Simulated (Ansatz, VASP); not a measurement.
# Cross-check of ZnSe (Stilleite) between VASP and Ansatz

Wanted: the spread between two codes on one cell, functional and k mesh.

Calculated with Ansatz 0.2.0; plane waves, with VASP 6.6.1 beside it; band structure at PBE, spin-orbit coupling and single point at PBE.

### 1. Starting point

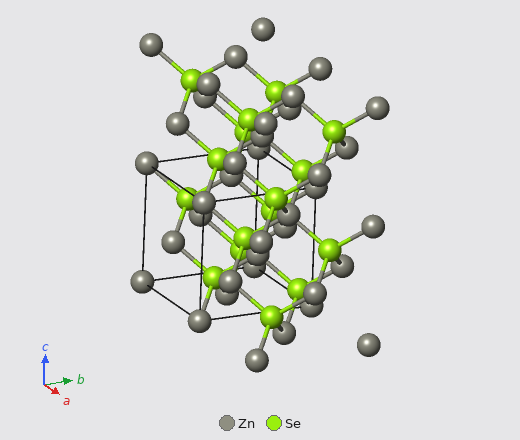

The starting structure, seen slightly off an axis (zinc grey, selenium green). 2×1×2 cells are drawn. This picture shows the conventional cell, with its axes. Bonds to atoms that aren't drawn are left out. Some periodic images of atoms are drawn too.

### 2. Ansatz: band structure, PBE, spin-orbit coupling

Ansatz runs on its fully relativistic PAW (standard-fr) files.

The same path points are solved in both programs, so levels can be compared one by one.

File input.yaml:

```yaml
crystal:
  lattice:
    - [0.0, 2.8338, 2.8338]
    - [2.8338, 0.0, 2.8338]
    - [2.8338, 2.8338, 0.0]
  atoms:
    - { symbol: Zn, position: [0.0, 0.0, 0.0] }
    - { symbol: Se, position: [0.25, 0.25, 0.25] }
hamiltonian:
  xc: pbe
  pseudopotentials: { kind: paw_fr }
magnetization:
  noncollinear: true
  spin_orbit: true
kpoints:
  mp_grid: { grid: [4, 4, 4] }
  band_path:
    path:
      - [0.0, 0.0, 0.0]
      - [0.18182, 0.0, 0.18182]
      - [0.36364, 0.0, 0.36364]
      - [0.5, 0.0, 0.5]
      - [0.5, 0.09091, 0.59091]
      - [0.5, 0.18182, 0.68182]
      - [0.5, 0.25, 0.75]
      - [0.45455, 0.29545, 0.75]
      - [0.40909, 0.34091, 0.75]
      - [0.375, 0.375, 0.75]
      - [0.20455, 0.20455, 0.40909]
      - [0.06818, 0.06818, 0.13636]
      - [0.04545, 0.04545, 0.04545]
      - [0.22727, 0.22727, 0.22727]
      - [0.40909, 0.40909, 0.40909]
      - [0.51136, 0.47727, 0.51136]
      - [0.55682, 0.38636, 0.55682]
      - [0.60227, 0.29545, 0.60227]
      - [0.61364, 0.25, 0.63636]
      - [0.56818, 0.25, 0.68182]
      - [0.51136, 0.25, 0.73864]
      - [0.5, 0.29545, 0.70455]
      - [0.5, 0.38636, 0.61364]
      - [0.5, 0.47727, 0.52273]
      - [0.47727, 0.47727, 0.54545]
      - [0.43182, 0.43182, 0.63636]
      - [0.38636, 0.38636, 0.72727]
      - [0.60227, 0.20455, 0.60227]
      - [0.55682, 0.11364, 0.55682]
      - [0.5, 0.0, 0.5]
    npoints: 1
scf:
  occupations: { method: gaussian, width: 0.01 }
  n_extra_bands: 14
output:
  forces: true
  stress: true
  eigenvalues: true
```

The run is started by

```sh
ansatz run input.yaml --threads 2 --pin off --max-ram 4608MiB --backend cpu --events-out ev --progress --plain --runs-dir out
```

Numbers of over 12 decimals in the logs are rounded to 6 here.

Output:

```text
scf.n_extra_bands = 14 over 28 filled bands (N_el = 28.0): the run solves 42 bands
Engine: ansatz 0.2.0, x86_64-unknown-linux-gnu
Pseudopotentials: kind: paw_fr
Pseudopotential: Zn, paw_fr, valence charge 12, recommended cutoff 420 eV (normal), Zn.paw.azcp#standard-fr
Pseudopotential: Se, paw_fr, valence charge 16, recommended cutoff 420 eV (normal), Se.paw.azcp#standard-fr
Functional definition: PBE
  parameter kappa = 0.804
  parameter beta = 0.066725
  exchange = pbe_x(kappa = kappa, mu = beta*pi^2/3)
  correlation = pbe_c(beta = beta)
non-collinear run that drives no moment, with spin-orbit: no starting moment large enough to seed its density (crystal.atoms[].spin), no starting occupations that ask for one, no magnetisation constraint and no magnetic field, so the semilocal B_xc is pinned to zero
Crystal: 2 atoms, lattice volume = 45.513 Å³
Basis set: ecut = 420 eV, 893 PW (Γ), exchange–correlation on 54×54×54 points (8 copies of the dense FFT grid, shifted against one another)
Bands: 42, of which v1, the nominal top of the filled ones, is band 28 counted from 1 (27 counted from 0)
Symmetry: 24 space group operations + 24 with time reversal
Magnetic group: BNS 216.75 (UNI 1577), of the structure as read, at distance tolerance 3.6e-5 Å
k-points: 8 of 64 (time reversal used)
Projection manifold: j_resolved (fully-relativistic pseudo-atomic orbitals)
Non-local potential: Zn, projectors of the file, l = 0: 2, l = 1: 4, l = 2: 6, l = 3: 2
Non-local potential: Se, projectors of the file, l = 0: 2, l = 1: 4, l = 2: 6, l = 3: 2
PAW form: soft (Blöchl's): semilocal exchange-correlation on the pseudo side does not see the compensation charge
PAW one-centre angular grid: Zn, 590 points (default); XC on 64 Gauss nodes
PAW one-centre angular grid: Se, 590 points (default); XC on 96 Gauss nodes
Initial density: superposition of atomic densities (chi_scale 0.1, normalization cell, long waves kept (reshape's long-wave potential 0.00 eV rms))
Initial wavefunctions: pseudopotential atomic-orbital guess
Functional: x = pbe(κ = 0.804, μ = 0.219515), c = pbe(β = 0.066725)
SCF iter   1: F=—  HF=-8790.006798 eV  |F-HF|=—  |Δ(HF+E_count)|=         —  Δρ=5.64e-2  dr2=8.94e-1  dr2_m=0.00e0 (ungated)  ethr=3.10e-3  |M|=0.00e0 ∫|m|=0.00e0 μB  |m|>n=0.0e0 m-floor=0.0e0 τ_xc=0.0e0  β_m=0.30  ⟨swp⟩=8.5  Hψ=2233  notcnv=0  defer=14
preconditioner: auto → none  [insulator: Δε(μ)=1.070 eV  Ē_g=15.427 eV  σ=0.010 eV  W_gap=1.00  n_scr=14 (ndim 8)  ℏωp=23.4 eV  f_vac=0.061  D(μ)=0.00/eV (n_scr^D=0)  ε∞_Penn≈3.3]
SCF iter   2: F=—  HF=-8789.741687 eV  |F-HF|=—  |Δ(HF+E_count)|=   2.65e-1  Δρ=2.33e-2  dr2=1.39e-1  dr2_m=0.00e0 (ungated)  ethr=3.10e-3  |M|=0.00e0 ∫|m|=0.00e0 μB  |m|>n=0.0e0 m-floor=0.0e0 τ_xc=0.0e0  β_m=0.36  ⟨swp⟩=2.0  Hψ=584  notcnv=0  defer=56
SCF iter   3: F=—  HF=-8789.699409 eV  |F-HF|=—  |Δ(HF+E_count)|=   4.23e-2  Δρ=1.23e-2  dr2=3.76e-2  dr2_m=0.00e0 (ungated)  ethr=4.97e-4  |M|=0.00e0 ∫|m|=0.00e0 μB  |m|>n=0.0e0 m-floor=0.0e0 τ_xc=0.0e0  β_m=0.50  ⟨swp⟩=2.0  Hψ=442  notcnv=0  defer=56
SCF iter   4: F=—  HF=-8789.690052 eV  |F-HF|=—  |Δ(HF+E_count)|=   9.36e-3  Δρ=1.67e-3  dr2=8.64e-4  dr2_m=0.00e0 (ungated)  ethr=1.34e-4  |M|=0.00e0 ∫|m|=0.00e0 μB  |m|>n=0.0e0 m-floor=0.0e0 τ_xc=0.0e0  β_m=0.64  ⟨swp⟩=2.1  Hψ=482  notcnv=0  defer=56
SCF iter   5: F=—  HF=-8789.690500 eV  |F-HF|=—  |Δ(HF+E_count)|=   4.48e-4  Δρ=3.66e-4  dr2=7.45e-5  dr2_m=0.00e0 (ungated)  ethr=3.08e-6  |M|=0.00e0 ∫|m|=0.00e0 μB  |m|>n=0.0e0 m-floor=0.0e0 τ_xc=0.0e0  β_m=0.65  ⟨swp⟩=2.0  Hψ=586  notcnv=0  defer=56
SCF iter   6: F=—  HF=-8789.690518 eV  |F-HF|=—  |Δ(HF+E_count)|=   1.76e-5  Δρ=6.30e-5  dr2=1.55e-6  dr2_m=0.00e0 (ungated)  ethr=2.66e-7  |M|=0.00e0 ∫|m|=0.00e0 μB  |m|>n=0.0e0 m-floor=0.0e0 τ_xc=0.0e0  β_m=0.67  ⟨swp⟩=2.0  Hψ=504  notcnv=0  defer=56
SCF iter   7: F=-8789.690518 eV  HF=-8789.690517 eV  |F-HF|=2.25e-8  |Δ(HF+E_count)|=   2.56e-7  Δρ=1.71e-5  dr2=8.08e-8  dr2_m=0.00e0 (ungated)  ethr=3.57e-10  |M|=0.00e0 ∫|m|=0.00e0 μB  |m|>n=0.0e0 m-floor=0.0e0 τ_xc=0.0e0  ⟨swp⟩=8.5  Hψ=1760  notcnv=0
SCF 1 converged in 7 iterations: F = -8789.690518 eV  dr2 = 8.08e-8
  greatest PAW one-centre occupation: 0.999 electrons in one spin orbital (limit 2), on the Se atom at site 1 (counted from 0), in its partial waves of l = 2
NSCF: frozen V_eff on 30 k-points
SCF converged after 7 iterations
Magnetization: |M| = 0.0000 μB,  M = (+0.0000, +0.0000, +0.0000) μB
Absolute magnetization: 0.0000 μB (∫|m|)
  site 0: m = (+0.0000, +0.0000, +0.0000) μB, |m| = 0.0000 μB  (R = 1.01 Å)
  site 1: m = (+0.0000, +0.0000, +0.0000) μB, |m| = 0.0000 μB  (R = 1.01 Å)
Free energy (F): -8789.690518 eV
Harris-Foulkes:  -8789.690517 eV  (|F-HF|=2.25e-8)
Internal energy: -8789.690518 eV  (E = F + TS)
E sigma→0 (E₀):  -8789.690518 eV
Fermi energy:    7.509844 eV
--- Per-component energies (eV) ---
  E_band       = -380.401375
  E_kinetic    = 250.530185
  E_local      = -4392.026209  (includes V_loc(G=0)·N_el)
  E_nonlocal   = 18.723187
  E_hartree    = 2035.666165
  E_xc         = -241.570327
  E_vxc        = -150.385567  (∫ρ·V_xc dr)
  E_paw        = -3740.069783  (= ΣΔE_a)
  E_vpaw       = -178.569226  (= ΣTr[D̂ρ^β])
  E_aug_tail   = -0.000889  (compensation charges beyond the density's cutoff)
  E_ewald      = -2720.942845
  E_smearing   = -0.000000  (= −TS)
  E_closure    = 0.000000  (closes the sum)
  Σ components = -8789.690518   (vs F -8789.690518, Δ=0.00e0)
--- Forces (eV/Å), atoms counted from 1 ---
  atom   1  Zn     0.00000000    -0.00000000     0.00000000
  atom   2  Se    -0.00000000     0.00000000     0.00000000
  max |Σ_I F_I| component: 2.13e-16 eV/Å
--- Stress (GPa, compression-positive) ---
        2.442347      -0.000000      -0.000000
       -0.000000       2.442347       0.000000
       -0.000000       0.000000       2.442347
  P = ⅓ Tr σ = 2.4423 GPa (24.423 kbar)
--- Band table (eV; the first three rows and the last of 8) ---
  k-point 0: bands = [... 24 lower, 6.9344, 6.9344, 6.9344, 6.9344, 8.0853, 8.0853, 12.4983, 12.4983, ... 10 higher]
  k-point 1: bands = [... 24 lower, 6.2108, 6.2108, 6.4409, 6.4543, 9.5427, 9.5427, 13.1804, 13.1804, ... 10 higher]
  k-point 2: bands = [... 24 lower, 5.8216, 5.8216, 6.0508, 6.0508, 9.3375, 9.3375, 13.1459, 13.1459, ... 10 higher]
  k-point 7: bands = [... 24 lower, 3.9272, 4.1031, 4.1541, 4.1703, 12.1802, 12.2771, 12.3606, 12.4337, ... 10 higher]
```

Elapsed: 5.2 s, on 2 threads of AMD EPYC 7R43, shared host; peak memory 0.49 GiB.

In the SCF lines HF is the Harris–Foulkes energy and dr2 the Hartree energy of the density residual, in eV; the loop may stop once dr2 is under the threshold and the program's other checks hold. Hψ counts applications of the Hamiltonian.

### 3. VASP: band structure, PBE, spin-orbit coupling

The same cell, functional, mesh and smearing now go to VASP, with its own data sets and cutoff.

Lines of VASP's logs that name or quote its potential files are left out, and so is its time.

File INCAR:

```
SYSTEM = ZnSe
PREC = Accurate
ENCUT = 350
EDIFF = 1E-08
NELM = 100
ISMEAR = 0
SIGMA = 0.01
LREAL = .FALSE.
ALGO = Normal
GGA = PE
LNONCOLLINEAR = .TRUE.
MAGMOM = 0 0 0 0 0 0
NBANDS = 30
GGA_COMPAT = .FALSE.
LASPH = .TRUE.
LSORBIT = .TRUE.
LORBIT = 11
LWAVE = .TRUE.
LCHARG = .FALSE.
KPAR = 8
```

File POSCAR:

```
ZnSe
1.0
    0.0000000000      2.8338000000      2.8338000000
    2.8338000000      0.0000000000      2.8338000000
    2.8338000000      2.8338000000      0.0000000000
Zn Se
1 1
Direct
    0.0000000000      0.0000000000      0.0000000000
    0.2500000000      0.2500000000      0.2500000000
```

File KPOINTS:

```
Automatic mesh
0
Gamma
4 4 4
0 0 0
```

File KPOINTS_OPT:

```
Line mode
12
Line-mode
Reciprocal
  0.00000000   0.00000000   0.00000000 GAMMA
  0.50000000   0.00000000   0.50000000 X

  0.50000000   0.00000000   0.50000000 X
  0.50000000   0.25000000   0.75000000 W

  0.50000000   0.25000000   0.75000000 W
  0.37500000   0.37500000   0.75000000 K

  0.37500000   0.37500000   0.75000000 K
  0.00000000   0.00000000   0.00000000 GAMMA

  0.00000000   0.00000000   0.00000000 GAMMA
  0.50000000   0.50000000   0.50000000 L

  0.50000000   0.50000000   0.50000000 L
  0.62500000   0.25000000   0.62500000 U

  0.62500000   0.25000000   0.62500000 U
  0.50000000   0.25000000   0.75000000 W

  0.50000000   0.25000000   0.75000000 W
  0.50000000   0.50000000   0.50000000 L

  0.50000000   0.50000000   0.50000000 L
  0.37500000   0.37500000   0.75000000 K

  0.62500000   0.25000000   0.62500000 U
  0.50000000   0.00000000   0.50000000 X
```

Potentials, in the order of the species: Zn_GW and Se_GW (PBE family, release 64).

The run is started by

```sh
mpirun -np 8 vasp_ncl
```

Output:

```text
[banner, memory and clock lines left out]
running    8 mpi-ranks, on    1 nodes
 distrk:  each k-point on    1 cores,    8 groups
 distr:  one band on    1 cores,    1 groups

 POSCAR found type information on POSCAR ZnSe
 POSCAR found :  2 types and       2 ions
|                                                                             |
|           W    W    AA    RRRRR   N    N  II  N    N   GGGG   !!!           |
|           W    W   A  A   R    R  NN   N  II  NN   N  G    G  !!!           |
|           W    W  A    A  R    R  N N  N  II  N N  N  G       !!!           |
|           W WW W  AAAAAA  RRRRR   N  N N  II  N  N N  G  GGG   !            |
|           WW  WW  A    A  R   R   N   NN  II  N   NN  G    G                |
|           W    W  A    A  R    R  N    N  II  N    N   GGGG   !!!           |
|                                                                             |
|     For optimal performance we recommend to set                             |
|       NCORE = 2 up to number-of-cores-per-socket                            |
|     NCORE specifies how many cores store one orbital (NPAR=cpu/NCORE).      |
|     This setting can greatly improve the performance of VASP for DFT.       |
|     The default, NCORE=1 might be grossly inefficient on modern             |
|     multi-core architectures or massively parallel machines. Do your        |
|     Unfortunately you need to use the default for GW and RPA                |
|     calculations (for HF NCORE is supported but not extensively tested      |
|     yet).                                                                   |
|                                                                             |

 LDA part: xc-table for (Slater+PW92), standard interpolation
 POSCAR, INCAR and KPOINTS ok, starting setup
 FFT: planning ... GRIDC
 FFT: planning ... GRID_SOFT
 FFT: planning ... GRID
 WAVECAR not read
 entering main loop
       N       E                     dE             d eps       ncg     rms          rms(c)
DAV:   1     0.153703943196E+03    0.15370E+03   -0.62219E+03   656   0.156E+03
DAV:   2     0.214035141694E+02   -0.13230E+03   -0.12302E+03   676   0.351E+02
DAV:   3    -0.473857722791E+01   -0.26142E+02   -0.25398E+02   844   0.169E+02
DAV:   4    -0.626124708443E+01   -0.15227E+01   -0.15178E+01   954   0.462E+01
DAV:   5    -0.629437586737E+01   -0.33129E-01   -0.33126E-01   856   0.635E+00    0.257E+00
DAV:   6    -0.600518217124E+01    0.28919E+00   -0.57514E-01   930   0.510E+01    0.126E+00
DAV:   7    -0.598437417373E+01    0.20808E-01   -0.30413E-01   960   0.987E+00    0.564E-01
DAV:   8    -0.598425317837E+01    0.12100E-03   -0.58374E-03  1074   0.192E+00    0.304E-01
DAV:   9    -0.598471881358E+01   -0.46564E-03   -0.22642E-03   944   0.548E-01    0.403E-02
DAV:  10    -0.598475817827E+01   -0.39365E-04   -0.10252E-04   954   0.175E-01    0.247E-02
DAV:  11    -0.598478913894E+01   -0.30961E-04   -0.22555E-05   768   0.377E-02    0.124E-02
DAV:  12    -0.598479989430E+01   -0.10755E-04   -0.14389E-05   736   0.365E-02    0.169E-03
DAV:  13    -0.598480053748E+01   -0.64318E-06   -0.86240E-07   984   0.262E-02    0.927E-04
DAV:  14    -0.598480072533E+01   -0.18785E-06   -0.15106E-07   944   0.932E-03    0.348E-04
DAV:  15    -0.598480073646E+01   -0.11134E-07   -0.56973E-09   658   0.248E-03    0.155E-04
DAV:  16    -0.598480074581E+01   -0.93498E-08   -0.11403E-08   652   0.137E-03
   1 F= -.59848007E+01 E0= -.59848007E+01  d E =-.100447E-55  mag=     0.0000     0.0000     0.0000
 Start KPOINTS_OPT (optional k-point list driver)
k-point batch [1-10\120]
       N       E                     dE             ncg
DAV:   1     0.114880823475E+04   -0.51021E+03      630
DAV:   2    -0.219168134056E+03   -0.13680E+04      706
DAV:   3    -0.481187641565E+03   -0.26202E+03      794
DAV:   4    -0.497219659803E+03   -0.16032E+02      944
DAV:   5    -0.497547262872E+03   -0.32760E+00      842
DAV:   6    -0.497555994272E+03   -0.87314E-02      976
DAV:   7    -0.497556149405E+03   -0.15513E-03      896
DAV:   8    -0.497556153866E+03   -0.44614E-05      944
DAV:   9    -0.497556153961E+03   -0.95104E-07      874
DAV:  10    -0.497556153963E+03   -0.23098E-08      584
[...]
k-point batch [111-120\120]
       N       E                     dE             ncg
DAV:   1     0.104608490859E+04   -0.41081E+04      650
DAV:   2    -0.283119705408E+03   -0.13292E+04      674
DAV:   3    -0.559738539749E+03   -0.27662E+03      800
DAV:   4    -0.575262336749E+03   -0.15524E+02      986
DAV:   5    -0.575548549847E+03   -0.28621E+00      924
DAV:   6    -0.575555106605E+03   -0.65568E-02      986
DAV:   7    -0.575555276650E+03   -0.17004E-03      898
DAV:   8    -0.575555281228E+03   -0.45778E-05      954
DAV:   9    -0.575555281408E+03   -0.18014E-06      912
DAV:  10    -0.575555281411E+03   -0.33904E-08      682
 writing wavefunctions
```

(Part 1 of 2 ends here.)

[Lines on the potential files, build, host, timing and source positions are cut from VASP's logs without a mark.]

[Logs are printed without paths, hosts, clocks, repeated set-up lines and the standing remarks that a program may print on its own settings, such as how far it seeks lower states.]

[Hosts, paths, dates, database ids (printed as entryN), source tags and the programs' standing remarks are cut or masked in the printed files.]
